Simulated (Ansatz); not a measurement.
**Pressure series in PbTe**

Take PbTe in the rock salt structure (space group Fm-3m, No. 225; a = 6.569 Å) as the base.

Cell and atoms are relaxed at each pressure.

Levels (all Ansatz, a first-principles code, PAW): PBE (420 eV, no SOC); PBEsol (420 eV, without spin-orbit coupling).

The base cell above is that of PBE; each level relaxes its own structures.

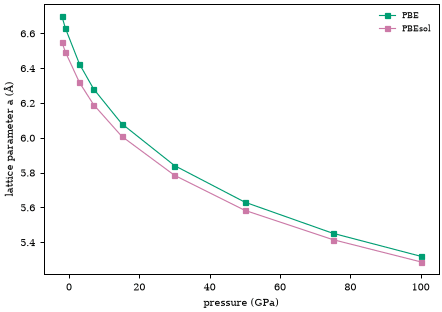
Figure: Lattice parameter a under two levels

### Question
How do the two levels compare along the series?

### Answer
PBE lies above PBEsol in every row, by 0.032 Å to 0.149 Å. They put the cases in the same order.

The mesh was chosen for an insulator and is coarse for the gapless case. Load acts through the strain it causes; cell and atoms are relaxed under it. Stability against distortions was not tested. Competing high-pressure phases were not computed. All final runs are without spin polarisation.
